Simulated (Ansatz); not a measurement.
# Geometry relaxation of CH5OSi

The run: geometry relaxation of CH5OSi, multiplicity 2, SMILES CO[SiH2]. Method and program: UKS B3LYP/def2-SVPD (Ansatz 0.2.0).

It belongs to a series of runs on one base structure; here: end point B relaxed. Figures and captions count atoms from 1; the log counts them from 0 in places.

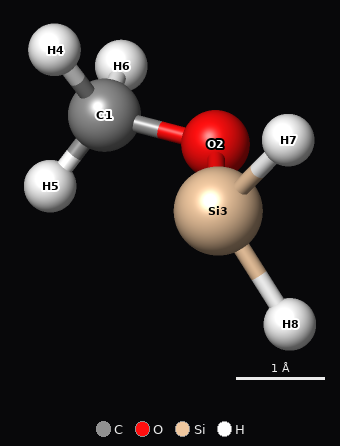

The structure as given in the input (ball-and-stick view, seen at a tilt; atoms are numbered from 1 in the order of the input). Bond lengths as drawn: C–H 1.04 to 1.16 Å, C–O 1.41 Å, H–Si 1.50 to 1.54 Å and O–Si 1.65 Å.

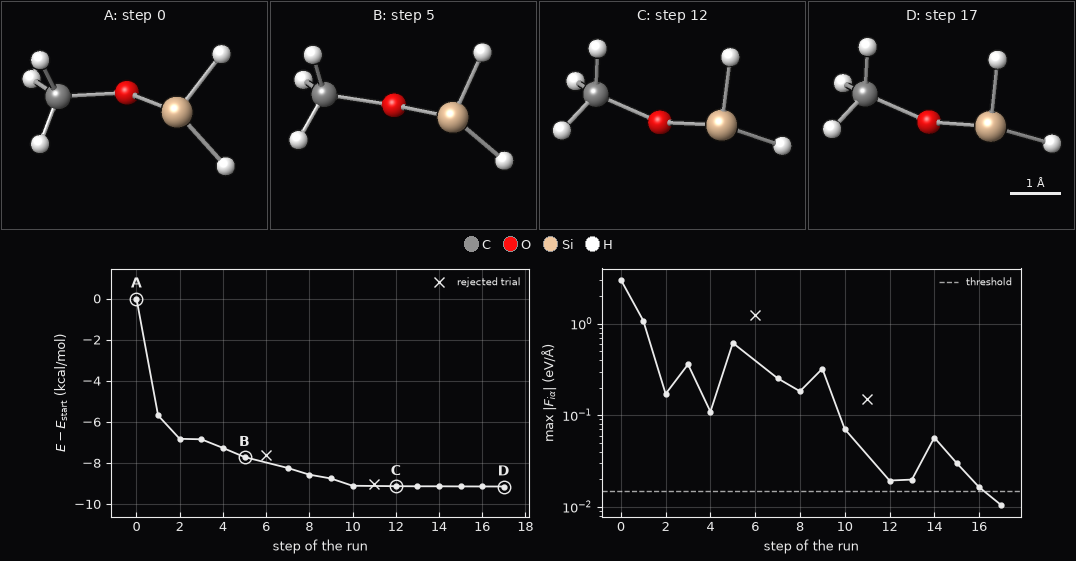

Frames of the relaxation (ball-and-stick view, seen at a tilt) above the curves, on which the letters mark them (the first geometry is step 0 here and step 1 in the log).

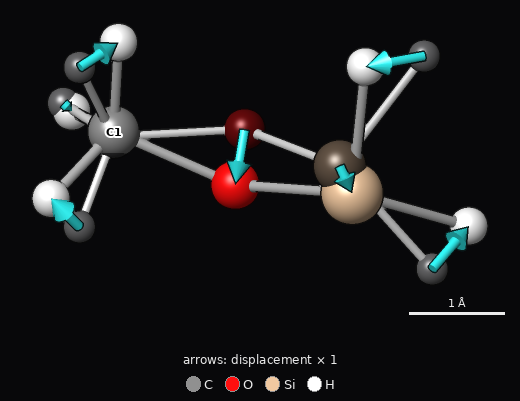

Start (faint) and end (solid) with the displacements as teal arrows, at true length (ball-and-stick view, seen at a tilt). The two geometries are laid on each other by the best rigid fit. The largest move after the best rigid fit is that of H7, 0.70 Å. By element the largest moves are H 0.70 Å, O 0.60 Å, Si 0.32 Å, C 0.05 Å. Among the contacts that change: C1–H6 1.164 → 1.099 Å, C1–H5 1.042 → 1.103 Å, Si3–H8 1.538 → 1.493 Å, C1–H4 1.141 → 1.104 Å. Among the angles that change: C1–O2–Si3 116.7° → 126.0°, H7–Si3–H8 103.7° → 111.2°, O2–C1–H5 115.3° → 110.9°. Over 17 geometry steps the energy falls by 9.14 kcal/mol. Largest force component: 3 eV/Å at the start, 0.01 eV/Å at the end. The line search rejected the trial steps at points 6, 11 (counted from 0) and went back. (Atoms are counted from 1 in the order of the input.)

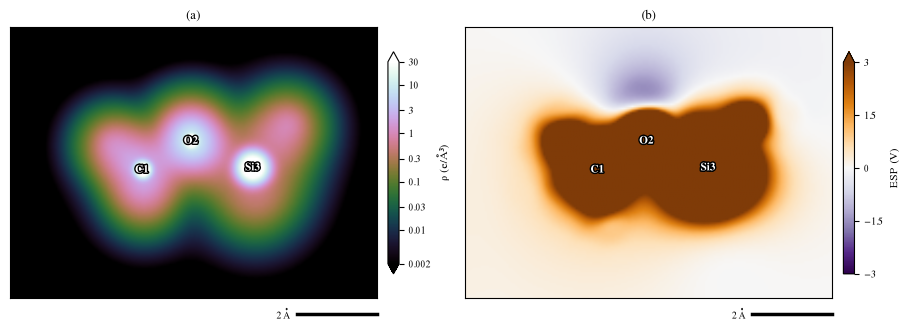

(a) total electron density; (b) electrostatic potential on the plane of atoms C1, O2 and Si3. Atoms in the plane: C, O and Si. C–O (1.42 Å): ρ is about 2 e/Å³ halfway, with its minimum of 1.7 e/Å³ about 0.5 Å from C.

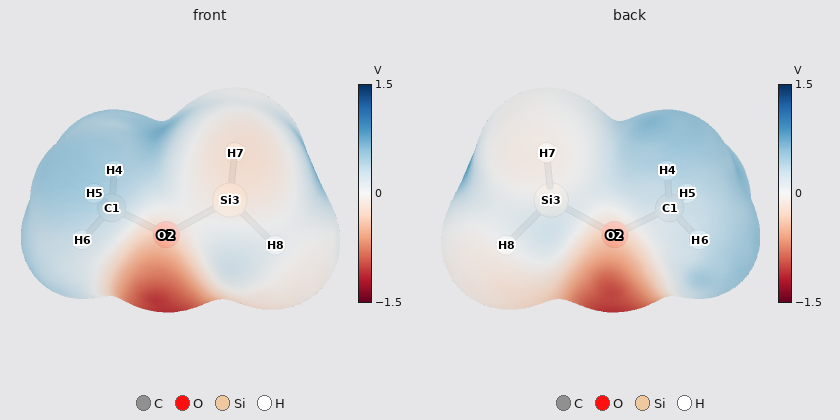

The molecular electrostatic potential painted on the density surface at 0.001 e/bohr³, seen at a tilt and from behind; red is negative and blue positive.

The input and output of the run follow.

The input
```yaml
crystal:
  periodic: [false, false, false]
  atoms:
    - { symbol: C, position_ang: [-0.299, 0.8959, 0.3206] }
    - { symbol: O, position_ang: [-0.9386, -0.3334, 0.0782] }
    - { symbol: Si, position_ang: [0.0143, -1.5735, -0.4422] }
    - { symbol: H, position_ang: [0.1688, 1.3568, -0.6123] }
    - { symbol: H, position_ang: [0.4075, 0.8859, 1.0861] }
    - { symbol: H, position_ang: [-1.1368, 1.6422, 0.632] }
    - { symbol: H, position_ang: [-0.478, -2.0656, -1.766] }
    - { symbol: H, position_ang: [-0.20842, -2.77108, 0.49698] }
magnetization:
  spin_polarized: true
  initial_magnetization: 1
basis:
  gaussian: { orbitals: def2-SVPD }
hamiltonian:
  xc: b3lyp
relax:
  f_tol: 0.015
  max_steps: 40
output:
  orbitals: {}
```

Launch command:
```bash
ansatz run input.yaml --threads 2 --pin off --max-ram 3072MiB --backend cpu --events-out ev --progress --plain --runs-dir out
```

The program's output
```
The last accepted step is kept in [file] (removed where the run ends without a failure and the disk answers)
Engine: ansatz 0.2.0, aarch64-unknown-linux-gnu
Functional definition: B3LYP
  parameter a0 = 0.2
  parameter ax = 0.72
  parameter ac = 0.81
  exchange = (1 - a0 - ax)*slater_x + ax*b88_x + a0*exact_x
  correlation = (1 - ac)*vwn_rpa_c + ac*lyp_c
911 factors; their error is unknown
mean field evaluation 1: about -11032.6736 eV, gradient 3.5e1 eV
mean field evaluation 2: about -11015.2785 eV, gradient 7.4e1 eV
mean field evaluation 4: about -11037.7840 eV, gradient 3.9e0 eV
mean field evaluation 8: about -11037.8897 eV, gradient 3.3e-2 eV
mean field -11037.88969566 eV, -405.6349645650 hartree, gradient 4.8e-5 eV, S^2 0.751394; 0 other end points of the search recorded, 0 dependent functions left out
the calculation of the forces begins
reference -11037.88994100 eV, -405.6349735813 hartree; 17, 16 occupied and 90, 91 virtual orbitals, 911 factors
relax step   1: F+E_penalty+E_count = -11037.88969566 eV  Δ(F+E_penalty+E_count) = +0.000e0 eV  max|allowed force component| = 3.011e0 eV/Å  Δτ_max = 0.0000 Å  (28 SCF iters, accepted)
these checks for a lower state are left out or cut short: starts, cluster_reference, orbital_swaps, neighbouring_geometries, increment
911 factors; their error is unknown
mean field evaluation 16: about -11038.0076 eV, gradient 6.1e0 eV
mean field -11038.13615640 eV, -405.6440218305 hartree, gradient 1.8e-5 eV, S^2 0.751424; 0 other end points of the search recorded, 0 dependent functions left out
[... from here on the field's lines of each further geometry are left out, up to the last ...]
relax step   2: F+E_penalty+E_count = -11038.13615640 eV  Δ(F+E_penalty+E_count) = -2.465e-1 eV  max|allowed force component| = 1.079e0 eV/Å  Δτ_max = 0.0868 Å  (32 SCF iters, accepted)
relax step   3: F+E_penalty+E_count = -11038.18557333 eV  Δ(F+E_penalty+E_count) = -4.942e-2 eV  max|allowed force component| = 1.711e-1 eV/Å  Δτ_max = 0.0500 Å  (33 SCF iters, accepted)
relax step   4: F+E_penalty+E_count = -11038.18652008 eV  Δ(F+E_penalty+E_count) = -9.467e-4 eV  max|allowed force component| = 3.590e-1 eV/Å  Δτ_max = 0.1493 Å  (36 SCF iters, accepted)
relax step   5: F+E_penalty+E_count = -11038.20472954 eV  Δ(F+E_penalty+E_count) = -1.821e-2 eV  max|allowed force component| = 1.093e-1 eV/Å  Δτ_max = 0.0648 Å  (32 SCF iters, accepted)
relax step   6: F+E_penalty+E_count = -11038.22404065 eV  Δ(F+E_penalty+E_count) = -1.931e-2 eV  max|allowed force component| = 6.154e-1 eV/Å  Δτ_max = 0.1998 Å  (36 SCF iters, accepted)
relax step   7: F+E_penalty+E_count = -11038.22074246 eV  Δ(F+E_penalty+E_count) = +3.298e-3 eV  max|allowed force component| = 1.251e0 eV/Å  Δτ_max = 0.1954 Å  (37 SCF iters, rejected (line search))
relax step   8: F+E_penalty+E_count = -11038.24700034 eV  Δ(F+E_penalty+E_count) = -2.296e-2 eV  max|allowed force component| = 2.532e-1 eV/Å  Δτ_max = 0.0947 Å  (32 SCF iters, accepted)
relax step   9: F+E_penalty+E_count = -11038.26116003 eV  Δ(F+E_penalty+E_count) = -1.416e-2 eV  max|allowed force component| = 1.826e-1 eV/Å  Δτ_max = 0.0977 Å  (32 SCF iters, accepted)
relax step  10: F+E_penalty+E_count = -11038.26921640 eV  Δ(F+E_penalty+E_count) = -8.056e-3 eV  max|allowed force component| = 3.219e-1 eV/Å  Δτ_max = 0.1464 Å  (37 SCF iters, accepted)
relax step  11: F+E_penalty+E_count = -11038.28457516 eV  Δ(F+E_penalty+E_count) = -1.536e-2 eV  max|allowed force component| = 7.061e-2 eV/Å  Δτ_max = 0.0823 Å  (32 SCF iters, accepted)
relax step  12: F+E_penalty+E_count = -11038.28060589 eV  Δ(F+E_penalty+E_count) = +3.969e-3 eV  max|allowed force component| = 1.485e-1 eV/Å  Δτ_max = 0.0552 Å  (35 SCF iters, rejected (line search))
relax step  13: F+E_penalty+E_count = -11038.28548909 eV  Δ(F+E_penalty+E_count) = -9.139e-4 eV  max|allowed force component| = 1.937e-2 eV/Å  Δτ_max = 0.0265 Å  (34 SCF iters, accepted)
relax step  14: F+E_penalty+E_count = -11038.28569487 eV  Δ(F+E_penalty+E_count) = -2.058e-4 eV  max|allowed force component| = 1.983e-2 eV/Å  Δτ_max = 0.0187 Å  (33 SCF iters, accepted)
relax step  15: F+E_penalty+E_count = -11038.28571462 eV  Δ(F+E_penalty+E_count) = -1.975e-5 eV  max|allowed force component| = 5.702e-2 eV/Å  Δτ_max = 0.0181 Å  (34 SCF iters, accepted)
relax step  16: F+E_penalty+E_count = -11038.28595000 eV  Δ(F+E_penalty+E_count) = -2.354e-4 eV  max|allowed force component| = 3.005e-2 eV/Å  Δτ_max = 0.0092 Å  (34 SCF iters, accepted)
relax step  17: F+E_penalty+E_count = -11038.28607816 eV  Δ(F+E_penalty+E_count) = -1.282e-4 eV  max|allowed force component| = 1.639e-2 eV/Å  Δτ_max = 0.0196 Å  (33 SCF iters, accepted)
the calculation of the forces begins
reference -11038.28640307 eV, -405.6495432936 hartree; 17, 16 occupied and 90, 91 virtual orbitals, 911 factors
relax step  18: F+E_penalty+E_count = -11038.28616161 eV  Δ(F+E_penalty+E_count) = -8.345e-5 eV  max|allowed force component| = 1.039e-2 eV/Å  Δτ_max = 0.0194 Å  (34 SCF iters, accepted)
911 factors; their error is unknown
mean field -11038.28616161 eV, -405.6495344199 hartree, gradient 7.6e-6 eV, S^2 0.751771; 1 other end points of the search recorded, 0 dependent functions left out
the calculation of the forces begins
reference -11038.28640307 eV, -405.6495432936 hartree; 17, 16 occupied and 90, 91 virtual orbitals, 911 factors
Total energy: -11038.28640307 eV, -405.6495432936 hartree
Atom 0 at    -0.326926     0.912580     0.281534 Å, force     0.004870    -0.005072     0.003877 eV/Å
Atom 1 at    -0.604488    -0.443951     0.574642 Å, force    -0.004335     0.007105    -0.004869 eV/Å
Atom 2 at     0.053146    -1.778187    -0.209153 Å, force     0.003077     0.003826    -0.005176 eV/Å
Atom 3 at    -0.282012     1.094167    -0.806317 Å, force    -0.001331     0.000984     0.007519 eV/Å
Atom 4 at     0.629599     1.225211     0.732135 Å, force    -0.010391    -0.001236    -0.005332 eV/Å
Atom 5 at    -1.132726     1.527282     0.706868 Å, force     0.009097    -0.007302    -0.003717 eV/Å
Atom 6 at    -0.017657    -1.561785    -1.696039 Å, force    -0.001846    -0.003216     0.009572 eV/Å
Atom 7 at    -0.789156    -2.938098     0.209710 Å, force     0.000859     0.004912    -0.001875 eV/Å
Dipole moment:     0.090744     0.196149    -0.108182 e Å
```

Trajectory as extended XYZ (Å, eV, eV/Å), 13 of the 18 frames kept, from step=1 to step=18
```
8
Properties=species:S:1:pos:R:3:forces:R:3 step=1 energy=-11037.88970
C    -0.2990    0.8959    0.3206   -3.0112   2.8193  -1.8696
O    -0.9386   -0.3334    0.0782    0.1193   0.6154   0.2414
Si    0.0143   -1.5735   -0.4422    0.0128  -2.1666  -0.0282
H     0.1688    1.3568   -0.6123   -0.3603  -0.6118   0.7948
H     0.4075    0.8859    1.0861    1.5635  -0.3215   1.6689
H    -1.1368    1.6422    0.6320    1.2923  -1.0048  -0.3789
H    -0.4780   -2.0656   -1.7660    0.1068   0.1634  -0.2088
H    -0.2084   -2.7711    0.4970    0.2768   0.5066  -0.2197
8
Properties=species:S:1:pos:R:3:forces:R:3 step=2 energy=-11038.13616
C    -0.3238    0.9262    0.3154   -0.8570   1.0793  -0.5365
O    -0.9365   -0.3267    0.0760    0.0677   0.2221   0.1274
Si   -0.0426   -1.6391   -0.4411    0.2958  -0.6667  -0.1195
H     0.1545    1.3390   -0.6042   -0.1366  -0.2020   0.2980
H     0.4209    0.8867    1.1028    0.4044  -0.1402   0.4305
H    -1.1139    1.6554    0.6262    0.3749  -0.4611  -0.1501
H    -0.4587   -2.0311   -1.8348   -0.0465  -0.0313   0.2292
H    -0.1702   -2.7732    0.5532   -0.1027   0.1999  -0.2791
8
Properties=species:S:1:pos:R:3:forces:R:3 step=4 energy=-11038.18652
C    -0.2974    0.9682    0.3114   -0.3590   0.0767   0.1936
O    -0.7547   -0.3523    0.1096    0.2659   0.0732  -0.0464
Si    0.0373   -1.7125   -0.4607   -0.1679  -0.1370   0.0934
H     0.1213    1.4265   -0.5991    0.0181  -0.0899  -0.0469
H     0.4468    1.0298    1.1252   -0.0020  -0.0742  -0.0921
H    -1.1870    1.5342    0.6156    0.0829   0.2714   0.0157
H    -0.5060   -2.0624   -1.8090    0.0599   0.0116  -0.1205
H    -0.3305   -2.7942    0.5003    0.1022  -0.1317   0.0032
8
Properties=species:S:1:pos:R:3:forces:R:3 step=5 energy=-11038.20473
C    -0.3148    0.9734    0.3156   -0.0816  -0.0101   0.0536
O    -0.7961   -0.3421    0.1069    0.1093   0.0205   0.0065
Si    0.0135   -1.7054   -0.4501   -0.0646  -0.0209   0.0647
H     0.1256    1.4012   -0.6005   -0.0237  -0.0137  -0.0072
H     0.4453    0.9993    1.1160   -0.0426  -0.0034  -0.0391
H    -1.1694    1.5962    0.6223    0.0791  -0.0173  -0.0297
H    -0.4864   -2.0620   -1.8166    0.0132   0.0241  -0.0158
H    -0.2879   -2.8235    0.4998    0.0109   0.0207  -0.0329
8
Properties=species:S:1:pos:R:3:forces:R:3 step=7 energy=-11038.22074 accepted=F
C    -0.3172    0.9599    0.3012    0.2524  -0.5039   0.0267
O    -0.6756   -0.4403    0.4171    0.2306   1.2505  -0.0265
Si    0.0318   -1.7669   -0.3176   -0.0244  -0.4057  -0.1513
H    -0.0937    1.2740   -0.7441   -0.1566  -0.3111   0.2786
H     0.5800    1.2029    0.9228   -0.4339  -0.2771  -0.2309
H    -1.1659    1.5526    0.6694   -0.0001  -0.0806  -0.0104
H    -0.2213   -1.7861   -1.8225    0.0069   0.0377   0.3667
H    -0.6083   -2.9590    0.3672    0.1251   0.2904  -0.2527
8
Properties=species:S:1:pos:R:3:forces:R:3 step=8 energy=-11038.24700
C    -0.3195    0.9557    0.3041   -0.0201  -0.0081  -0.1367
O    -0.7263   -0.4013    0.3399    0.0145   0.1957   0.1323
Si    0.0364   -1.7282   -0.3391   -0.0423  -0.2532  -0.0874
H    -0.0360    1.2768   -0.7168   -0.0643  -0.0348   0.1060
H     0.5397    1.1227    0.9734   -0.0012   0.0030   0.0028
H    -1.1602    1.5750    0.6501    0.0326  -0.0355  -0.0342
H    -0.2938   -1.8447   -1.8045    0.0578   0.0686   0.0504
H    -0.5106   -2.9188    0.3863    0.0230   0.0643  -0.0332
8
Properties=species:S:1:pos:R:3:forces:R:3 step=9 energy=-11038.26116
C    -0.3151    0.9479    0.2985   -0.0141  -0.0168  -0.0812
O    -0.6885   -0.4155    0.4109    0.0842   0.0818   0.0191
Si    0.0376   -1.7464   -0.3126   -0.0684  -0.1493  -0.0146
H    -0.0857    1.2382   -0.7476   -0.0310  -0.0898   0.1826
H     0.5647    1.1634    0.9329   -0.0992  -0.0076  -0.1015
H    -1.1633    1.5538    0.6497    0.0605   0.0140  -0.0123
H    -0.2406   -1.7631   -1.7970    0.0262   0.0258   0.1209
H    -0.5793   -2.9412    0.3587    0.0418   0.1418  -0.1131
8
Properties=species:S:1:pos:R:3:forces:R:3 step=11 energy=-11038.28457
C    -0.3180    0.9193    0.2897    0.0126   0.0026  -0.0706
O    -0.5902   -0.4414    0.5625   -0.0287  -0.0391   0.0343
Si    0.0475   -1.7750   -0.2396    0.0303   0.0354  -0.0193
H    -0.2006    1.1039   -0.7922   -0.0093   0.0065  -0.0007
H     0.6006    1.2467    0.8019    0.0141  -0.0081   0.0191
H    -1.1590    1.5247    0.6570   -0.0001  -0.0320   0.0086
H    -0.1127   -1.5895   -1.7237    0.0022   0.0113   0.0131
H    -0.7379   -2.9515    0.2378   -0.0211   0.0234   0.0155
8
Properties=species:S:1:pos:R:3:forces:R:3 step=12 energy=-11038.28061 accepted=F
C    -0.3193    0.9067    0.2833   -0.0217  -0.0074   0.0762
O    -0.5807   -0.4548    0.5673    0.0522   0.1483   0.0271
Si    0.0725   -1.7768   -0.2361   -0.1485  -0.0028   0.0086
H    -0.2213    1.0912   -0.7994   -0.0011  -0.0069  -0.0339
H     0.6039    1.2391    0.7848    0.0055   0.0117  -0.0082
H    -1.1598    1.5030    0.6660    0.0123   0.0043  -0.0095
H    -0.0934   -1.5630   -1.7146    0.0521  -0.0200  -0.0384
H    -0.7721   -2.9083    0.2420    0.0493  -0.1271  -0.0219
8
Properties=species:S:1:pos:R:3:forces:R:3 step=14 energy=-11038.28570
C    -0.3193    0.9123    0.2848    0.0039   0.0122   0.0083
O    -0.5823   -0.4460    0.5784   -0.0053  -0.0005   0.0030
Si    0.0551   -1.7760   -0.2277   -0.0198  -0.0122  -0.0050
H    -0.2295    1.0887   -0.8010   -0.0017  -0.0039   0.0016
H     0.6095    1.2457    0.7756   -0.0006   0.0030  -0.0070
H    -1.1547    1.5143    0.6691    0.0033   0.0041  -0.0003
H    -0.0808   -1.5650   -1.7102    0.0112   0.0053  -0.0045
H    -0.7682   -2.9368    0.2245    0.0090  -0.0081   0.0039
8
Properties=species:S:1:pos:R:3:forces:R:3 step=15 energy=-11038.28571
C    -0.3211    0.9133    0.2843   -0.0115  -0.0151  -0.0111
O    -0.5925   -0.4453    0.5714   -0.0097   0.0498   0.0570
Si    0.0531   -1.7759   -0.2231    0.0251  -0.0333  -0.0185
H    -0.2435    1.0906   -0.8019   -0.0012   0.0246  -0.0032
H     0.6152    1.2407    0.7648    0.0082  -0.0225  -0.0017
H    -1.1470    1.5185    0.6825   -0.0101   0.0109  -0.0077
H    -0.0632   -1.5674   -1.7065    0.0066   0.0030  -0.0224
H    -0.7712   -2.9372    0.2220   -0.0075  -0.0173   0.0075
8
Properties=species:S:1:pos:R:3:forces:R:3 step=17 energy=-11038.28608
C    -0.3243    0.9123    0.2825    0.0042  -0.0079   0.0059
O    -0.5955   -0.4450    0.5777   -0.0093   0.0164   0.0024
Si    0.0529   -1.7779   -0.2147    0.0089  -0.0080  -0.0056
H    -0.2659    1.0901   -0.8052   -0.0018   0.0027   0.0042
H     0.6235    1.2336    0.7450   -0.0062  -0.0025  -0.0054
H    -1.1402    1.5224    0.6946    0.0047  -0.0011  -0.0029
H    -0.0365   -1.5602   -1.7001   -0.0015  -0.0021   0.0034
H    -0.7842   -2.9380    0.2136    0.0008   0.0026  -0.0020
8
Properties=species:S:1:pos:R:3:forces:R:3 step=18 energy=-11038.28616
C    -0.3269    0.9126    0.2815    0.0049  -0.0051   0.0039
O    -0.6045   -0.4440    0.5746   -0.0043   0.0071  -0.0049
Si    0.0531   -1.7782   -0.2092    0.0031   0.0038  -0.0052
H    -0.2820    1.0942   -0.8063   -0.0013   0.0010   0.0075
H     0.6296    1.2252    0.7321   -0.0104  -0.0012  -0.0053
H    -1.1327    1.5273    0.7069    0.0091  -0.0073  -0.0037
H    -0.0177   -1.5618   -1.6960   -0.0018  -0.0032   0.0096
H    -0.7892   -2.9381    0.2097    0.0009   0.0049  -0.0019
```

Results in brief

```tsv
quantity	value
outcome	converged
total energy	−11038.2864 eV
mean-field energy	−11038.2864 eV
⟨S²⟩	0.752
largest force (length of the vector) at the end	0.012 eV/Å
hardware	2 threads of Arm Neoverse V1, 24 GiB of memory available, shared host
wall time	55 s (CPU time 1.8 min)
peak memory	0.23 GiB
```
